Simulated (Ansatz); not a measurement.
**Molecular dynamics of Si16B (part 2 of 2)**

Continued. System: Si16B (defect cell, 17 atoms in the cell). Method: DFT PBE-D3(BJ), scalar-relativistic, plane waves, PAW, PAW set soft_1, spin-polarised (Ansatz 0.2.0); cutoff 420 eV, 2×2×2 k-mesh, Fermi–Dirac smearing of 0.02 eV, collinear spins. It belongs to a series of runs on one base structure; here: dynamics from the start.

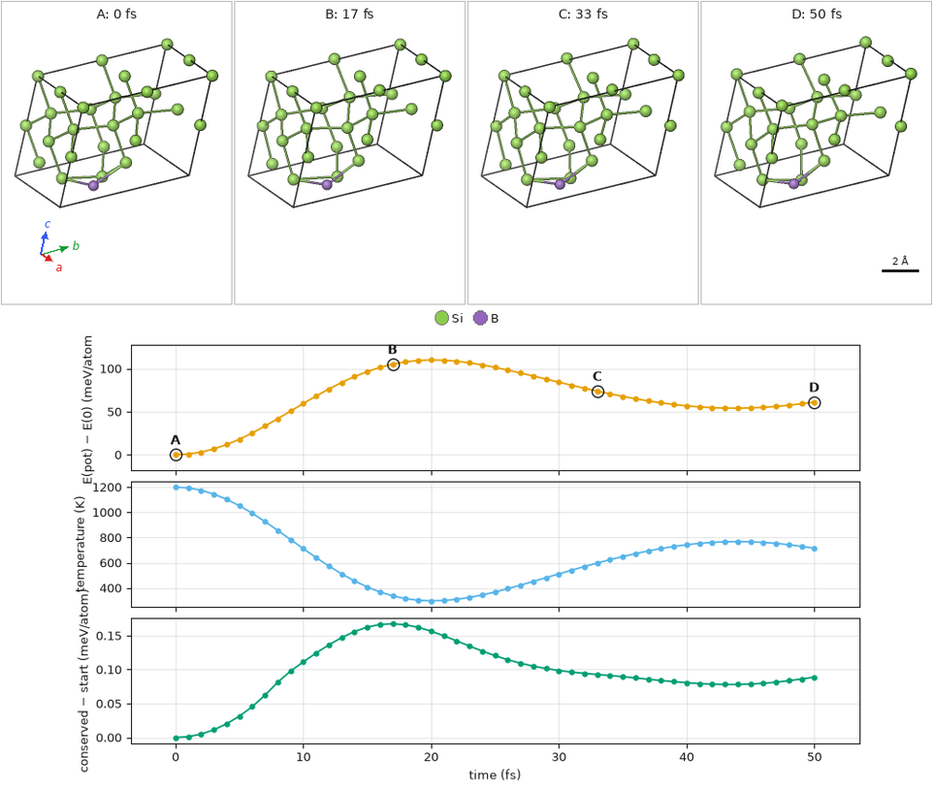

Frames of the molecular dynamics (ball-and-stick, reduced simulation cell, seen slightly off an axis) above the curves, on which the letters mark them. The trajectory kept here has 51 frames over 50 fs. The temperature starts at 1200 K, ranges from 298 to 1200 K and averages 642 K over the second half. The potential energy ends 61.1 meV/atom above its first value. The conserved quantity stays within 0.17 meV/atom. With the common drift removed, the root-mean-square displacement is 0.21 Å, and B17 has moved furthest (0.37 Å).

```
SCF converged after 6 iterations
Magnetization: -0.0000 μB (33.5000 up, 33.5000 down)
Absolute magnetization: 0.0001 μB (∫|ρ↑−ρ↓|, with the PAW one-centre terms)
Spin contamination: 0.0000 ħ² per cell (⟨S²⟩ above its minimum at these occupations)
Per-site moments (μB) at R_I (Å): [(-1.5771706375630476e-7, 0.9189867634054862), (-9.585273192254333e-7, 0.9189867634054862), (-9.227061497848368e-8, 0.9498385531169129), (-1.5941606517853602e-7, 0.9376322306250701), (-1.2718919205320785e-6, 0.9099869987100749), (-3.111927917196069e-6, 0.9711067033672544), (1.1366014090841376e-7, 0.9376322306250701), (-3.848702602067368e-8, 0.9508977159979859), (-2.81866025747947e-6, 0.9526567314637356), (-1.1708146421311426e-6, 0.8381636974523897), (-1.2160999212237224e-8, 0.9274621640121755), (2.1356044783307006e-8, 0.9274621640121755), (-2.227071245169286e-7, 0.8427757357554904), (-6.0041630358282e-7, 0.881100834605245), (-3.352247404308602e-7, 0.9495100294022389), (-1.3012174023441112e-7, 0.9428425493159204), (-7.149085438703644e-6, 0.8381636974523897)]
Free energy (F): -10328.401906 eV
Harris-Foulkes:  -10328.401906 eV  (|F-HF|=8.32e-9)
Internal energy: -10328.395301 eV  (E = F + TS)
E sigma→0 (E₀):  -10328.398603 eV
Entropy (-TS):   -0.006605 eV (-0.389 meV/atom)
Fermi energy:    6.762263 eV
--- Per-component energies (eV) ---
  E_band       = 93.749457
  E_kinetic    = 702.047588
  E_local      = -444.979662  (includes V_loc(G=0)·N_el)
  E_nonlocal   = 372.915663
  E_hartree    = 146.883797
  E_xc         = -935.557023
  E_vxc        = -801.995604  (∫ρ·V_xc dr)
  E_paw        = -8263.196716  (= ΣΔE_a)
  E_vpaw       = -28.006991  (= ΣTr[D̂ρ^β])
  E_aug_tail   = 0.000599  (compensation charges beyond the density's cutoff)
  E_ewald      = -1901.162678
  E_disp       = -5.346868  (pairwise vdW)
  E_smearing   = -0.006605  (= −TS)
  E_closure    = -0.000000  (closes the sum)
  Σ components = -10328.401906   (vs F -10328.401906, Δ=0.00e0)
--- Forces (eV/Å), atoms counted from 1 ---
  atom   1  Si    -1.10507153    -0.92009667    -0.63927172
  atom   2  Si     0.53532111     1.04727587     0.40056243
  atom   3  Si     0.24188482     0.69444795     0.80664846
  atom   4  Si    -1.21179449     0.67337071     0.15378996
  atom   5  Si     0.16155728     0.02368990     0.63220111
  atom   6  Si    -0.65898908    -0.16460241     0.35953991
  atom   7  Si     0.35561550    -1.26567007    -0.07411381
  atom   8  Si     0.16872526     0.36797575    -0.59704434
  atom   9  Si     0.42002806    -0.26631343    -0.10132401
  atom  10  Si    -0.47811462     0.25080506    -0.25592395
  atom  11  Si     0.74021636    -1.18444932    -1.84995051
  atom  12  Si     0.06218493     0.23785189     0.41730874
  atom  13  Si     0.92428039    -0.41365946    -0.53119455
  atom  14  Si     0.00287958     1.03506009    -0.53849538
  atom  15  Si     0.15235029    -0.82969472     0.83052972
  atom  16  Si    -0.85577121     0.38604654     0.02887361
  atom  17  B      0.54471591     0.32794439     0.95782335
  max |Σ_I F_I| component: 4.10e-5 eV/Å
--- MD trajectory: 50 steps, t = 0.0 → 50.0 fs ---
  final state: T = 715.0 K   F+E_penalty+E_count = -10328.40190590 eV   E_kin = 1.478822 eV
  conserved energy: peak-to-peak 2.848e-3 eV (1.675e-4 eV/atom) over 50.0 fs
```

**Trajectory as extended XYZ (Å, eV, eV/Å), 6 of the 51 frames kept, from step=0 to step=50**
```
17
Lattice="0.0000 5.4300 5.4300 5.4300 0.0000 5.4300 5.4300 5.4300 0.0000" Properties=species:S:1:pos:R:3:forces:R:3 step=0 time_fs=0.0 energy=-10329.44107 temperature=1200.0
Si   -0.0084   -0.0344    0.0318    0.0240  -0.0088   0.0121
Si    1.3924    1.3655    1.3224    0.0051  -0.0215  -0.0048
Si    2.7252    2.7272   -0.0101    0.0051   0.0002  -0.0050
Si    4.0612    4.0645    1.3681   -0.0028  -0.0039   0.0062
Si    2.6830   -0.0345    2.7235   -0.0118  -0.0088  -0.0234
Si    4.0987    1.3832    4.0463   -0.0003  -0.0027   0.0001
Si    5.4525    2.7385    2.6925   -0.0160  -0.0175   0.0159
Si    6.7769    4.0643    4.0840   -0.0062  -0.0040   0.0028
Si   -0.0240    2.6902    2.7390    0.0059   0.0032  -0.0061
Si    1.3913    4.1040    4.0662    0.0054   0.0085   0.0287
Si    2.7232    5.4407    2.7060    0.0029   0.0050   0.0002
Si    4.0515    6.7673    4.0936    0.0184   0.0169  -0.0185
Si    2.6839    2.7085    5.4609   -0.0124   0.0306   0.0126
Si    4.0789    4.1041    6.7535   -0.0283   0.0085  -0.0052
Si    5.4392    5.4408    5.4219   -0.0002   0.0051  -0.0029
Si    6.7789    6.7795    6.7963   -0.0041  -0.0024   0.0042
B     2.0168    4.7485    6.1294    0.0151  -0.0083  -0.0167
17
Lattice="0.0000 5.4300 5.4300 5.4300 0.0000 5.4300 5.4300 5.4300 0.0000" Properties=species:S:1:pos:R:3:forces:R:3 step=10 time_fs=10.0 energy=-10328.42928 temperature=711.9
Si   -0.0198   -0.0743    0.0222    0.3935   1.0218   0.1371
Si    1.3517    1.4392    1.3676    0.1262  -1.1660  -0.3319
Si    2.7936    2.6973    0.1039   -1.0242   0.0703  -1.5043
Si    3.9576    4.1629    1.3453    2.2740  -1.6033  -0.4106
Si    2.7099   -0.1127    2.6414   -0.1520   0.6568   0.3341
Si    4.0881    1.4384    4.0710    0.4752  -0.6405  -0.9445
Si    5.4551    2.7410    2.6180   -0.2181   1.0677   1.1949
Si    6.8106    4.1417    4.1333   -0.3371  -1.0106  -0.1140
Si   -0.0194    2.7373    2.7090   -0.2894  -0.2785   0.1934
Si    1.3179    4.1072    4.0251    1.0190  -0.2024   0.5928
Si    2.7592    5.3609    2.6704   -1.3388   1.7562   1.8874
Si    4.0809    6.7960    4.0758   -0.2645  -0.3147   0.1354
Si    2.7292    2.6472    5.5010   -1.2730   0.3308  -0.3674
Si    4.1291    4.0533    6.6630   -0.7560  -0.3670   1.0725
Si    5.3811    5.4544    5.5228    1.0612   0.5793  -1.7084
Si    6.7661    6.7410    6.8369    0.4834   0.0782  -0.0912
B     2.0522    4.6933    6.1016   -0.1794   0.0219  -0.0753
17
Lattice="0.0000 5.4300 5.4300 5.4300 0.0000 5.4300 5.4300 5.4300 0.0000" Properties=species:S:1:pos:R:3:forces:R:3 step=20 time_fs=20.0 energy=-10327.57012 temperature=297.7
Si   -0.0185   -0.0810    0.0167    0.5352   1.4464   0.0910
Si    1.3159    1.4747    1.4016    0.3670  -1.6386  -0.5848
Si    2.8289    2.6694    0.1690   -1.3411  -0.0944  -2.0099
Si    3.9261    4.2110    1.3101    2.5756  -1.6204  -0.2449
Si    2.7310   -0.1697    2.5709   -0.4735   0.8664   0.6732
Si    4.0929    1.4728    4.0651    0.6464  -0.8512  -1.2279
Si    5.4509    2.7773    2.5818   -0.1136   1.1027   1.5159
Si    6.8340    4.1867    4.1782   -0.2655  -1.1323  -0.4124
Si   -0.0246    2.7752    2.6861   -0.4796  -0.4893   0.5037
Si    1.2775    4.1043    4.0036    1.3011  -0.1206   0.9190
Si    2.7535    5.3366    2.6950   -1.2497   1.9130   2.1853
Si    4.1016    6.8146    4.0628   -0.4654  -0.3646   0.2776
Si    2.7332    2.5963    5.5290   -1.6438   0.2637  -0.5612
Si    4.1555    3.9920    6.6061   -0.8113  -0.0737   1.1235
Si    5.3565    5.4860    5.5690    1.2252   0.4989  -2.1290
Si    6.7682    6.7058    6.8752    0.3714   0.4393   0.0360
B     2.0732    4.6384    6.0667   -0.1785  -0.1454  -0.1550
17
Lattice="0.0000 5.4300 5.4300 5.4300 0.0000 5.4300 5.4300 5.4300 0.0000" Properties=species:S:1:pos:R:3:forces:R:3 step=30 time_fs=30.0 energy=-10328.00914 temperature=511.7
Si    0.0006   -0.0395    0.0138    0.4390   1.3277  -0.1343
Si    1.2923    1.4560    1.4166    0.5559  -1.3735  -0.4858
Si    2.8193    2.6397    0.1676   -1.2304   0.2694  -1.6475
Si    3.9770    4.2064    1.2705    0.8749  -0.6731   1.1063
Si    2.7362   -0.1978    2.5227   -0.6869   0.7769   0.8170
Si    4.1181    1.4792    4.0191    0.2218  -0.6514  -0.7896
Si    5.4442    2.8496    2.5957    0.4017   0.5138   1.1277
Si    6.8486    4.1937    4.2091   -0.1102  -0.9958  -0.6591
Si   -0.0448    2.7963    2.6801   -0.2006  -0.7049   0.6652
Si    1.2797    4.0965    4.0134    0.9097  -0.2636   1.0960
Si    2.7098    5.3735    2.7878    0.3960   0.5642   0.2858
Si    4.1068    6.8214    4.0590   -0.5058  -0.1484   0.3624
Si    2.6836    2.5542    5.5371   -1.0877   0.1392  -0.8795
Si    4.1554    3.9303    6.5849   -0.3879   0.9310   0.2187
Si    5.3721    5.5320    5.5456    0.7601  -0.4532  -1.3268
Si    6.7811    6.6861    6.9150   -0.3533   0.8875   0.2532
B     2.0797    4.5715    6.0196    0.0037  -0.1455  -0.0096
17
Lattice="0.0000 5.4300 5.4300 5.4300 0.0000 5.4300 5.4300 5.4300 0.0000" Properties=species:S:1:pos:R:3:forces:R:3 step=40 time_fs=40.0 energy=-10328.47618 temperature=742.9
Si    0.0331    0.0458    0.0064   -0.2592   0.4636  -0.3440
Si    1.2875    1.3917    1.4161    0.6365  -0.4260  -0.0091
Si    2.7686    2.6201    0.1114   -0.6554   0.8572  -0.6004
Si    4.0593    4.1773    1.2643   -0.5654  -0.0449   1.0644
Si    2.7191   -0.1996    2.5020   -0.4595   0.5213   0.7785
Si    4.1507    1.4632    3.9463   -0.3543  -0.4249  -0.1601
Si    5.4510    2.9395    2.6485    0.8071  -0.3061   0.6683
Si    6.8591    4.1669    4.2175   -0.0093  -0.5864  -0.8342
Si   -0.0718    2.7940    2.6958    0.1993  -0.6527   0.4421
Si    1.3126    4.0798    4.0593    0.2420  -0.3369   0.6772
Si    2.6765    5.4313    2.8927    1.1320  -0.4500  -1.1732
Si    4.0953    6.8233    4.0674   -0.3115   0.1256   0.3617
Si    2.5978    2.5168    5.5157    0.0041   0.0249  -0.9848
Si    4.1411    3.8986    6.5718   -0.2339   1.3890  -0.4861
Si    5.4148    5.5638    5.4775    0.4905  -1.0591  -0.1265
Si    6.7822    6.6954    6.9630   -0.9948   0.8566   0.2550
B     2.0878    4.4930    5.9741    0.3316   0.0487   0.4711
17
Lattice="0.0000 5.4300 5.4300 5.4300 0.0000 5.4300 5.4300 5.4300 0.0000" Properties=species:S:1:pos:R:3:forces:R:3 step=50 time_fs=50.0 energy=-10328.40191 temperature=715.0
Si    0.0563    0.1457   -0.0133   -1.1051  -0.9201  -0.6393
Si    1.3042    1.3144    1.4151    0.5353   1.0473   0.4006
Si    2.6961    2.6275    0.0354    0.2419   0.6944   0.8066
Si    4.1250    4.1469    1.2921   -1.2118   0.6734   0.1538
Si    2.6872   -0.1843    2.5077    0.1616   0.0237   0.6322
Si    4.1722    1.4326    3.8673   -0.6590  -0.1646   0.3595
Si    5.4831    3.0188    2.7237    0.3556  -1.2657  -0.0741
Si    6.8696    4.1215    4.1985    0.1687   0.3680  -0.5970
Si   -0.0925    2.7700    2.7258    0.4200  -0.2663  -0.1013
Si    1.3538    4.0534    4.1270   -0.4781   0.2508  -0.2559
Si    2.6787    5.4745    2.9598    0.7402  -1.1844  -1.8500
Si    4.0737    6.8292    4.0886    0.0622   0.2379   0.4173
Si    2.5111    2.4790    5.4619    0.9243  -0.4137  -0.5312
Si    4.1189    3.9122    6.5439    0.0029   1.0351  -0.5385
Si    5.4743    5.5617    5.4040    0.1524  -0.8297   0.8305
Si    6.7514    6.7330    7.0195   -0.8558   0.3860   0.0289
B     2.1246    4.4195    5.9711    0.5447   0.3279   0.9578
```

This output came from the following input.

**Input**
```yaml
accuracy: low
crystal:
  lattice:
    - [0.0, 5.43, 5.43]
    - [5.43, 0.0, 5.43]
    - [5.43, 5.43, 0.0]
  atoms:
    - { symbol: Si, position: [0.00053319, 0.00532719, -0.00686968] }
    - { symbol: Si, position: [0.11929138, 0.12425002, 0.13218103] }
    - { symbol: Si, position: [-0.00074294, -0.00110816, 0.50299238] }
    - { symbol: Si, position: [0.12627627, 0.12568119, 0.6222446] }
    - { symbol: Si, position: [0.00056349, 0.50100813, -0.00690978] }
    - { symbol: Si, position: [0.12254104, 0.62263281, 0.13218869] }
    - { symbol: Si, position: [-0.00197559, 0.49783842, 0.50631226] }
    - { symbol: Si, position: [0.12628319, 0.62583489, 0.62221418] }
    - { symbol: Si, position: [0.50213493, 0.00227957, -0.00670575] }
    - { symbol: Si, position: [0.6242107, 0.12462275, 0.13159724] }
    - { symbol: Si, position: [0.49940139, -0.00106737, 0.50257243] }
    - { symbol: Si, position: [0.6270194, 0.126866, 0.61925866] }
    - { symbol: Si, position: [0.50511529, 0.50058401, -0.00631483] }
    - { symbol: Si, position: [0.62418982, 0.61954793, 0.13163278] }
    - { symbol: Si, position: [0.4994005, 0.49910348, 0.50259738] }
    - { symbol: Si, position: [0.62586506, 0.6257542, 0.62265654] }
    - { symbol: B, position: [0.81594299, 0.31285853, 0.05855107], spin: 0.09 }
magnetization:
  spin_polarized: true
basis:
  ecutwfc: 420.0
kpoints:
  mp_grid: { grid: [2, 2, 2] }
hamiltonian:
  xc: pbe
  dispersion: d3bj
  pseudopotentials: { kind: paw, azcp: { folder: soft_1 } }
scf:
  occupations: { method: fermi_dirac, width: 0.02 }
  lower_state_search: "off"
md:
  timestep: 1
  n_steps: 50
  ensemble: nvt_nose_hoover
  temperature: 1200.0
  initial_velocities: maxwell_boltzmann
  seed: 365694
  nose_hoover: { tau: 200.0, chain_length: 1 }
```

Launched with:
```bash
ansatz run input.yaml --threads 1 --pin off --max-ram 3072MiB --backend cpu --events-out ev --progress --plain --runs-dir out
```

**Results in brief**

- outcome: finished
- mean temperature over the second half: 642 K
- trajectory: 50 steps, 50 fs
- ensemble: nvt_nose_hoover
- temperature in the input: 1200.0 K
- time step: 1 fs
- electrons treated: 67
- potential energy (free energy of the electrons) (last step): −10328.4019 eV
- Fermi energy (last step): 6.762 eV
- net moment of the cell (last step): 0.00 μB
- integrated absolute moment (last step): 0.00 μB
- largest force (length of the vector) (last step): 2.318 eV/Å
- hardware: 1 thread of Arm Neoverse V1, 24 GiB of memory available, shared host
- wall time: 20 min
- peak memory: 0.63 GiB

**Remarks**

Notes on the run: some starting moments were not kept. The input asks for low accuracy. The k-point mesh is coarse for a cell of this size, so the results may not be converged. So short a trajectory is not equilibrated. The temperature stays far from the 1200 K of the thermostat over the second half: the run isn't equilibrated.
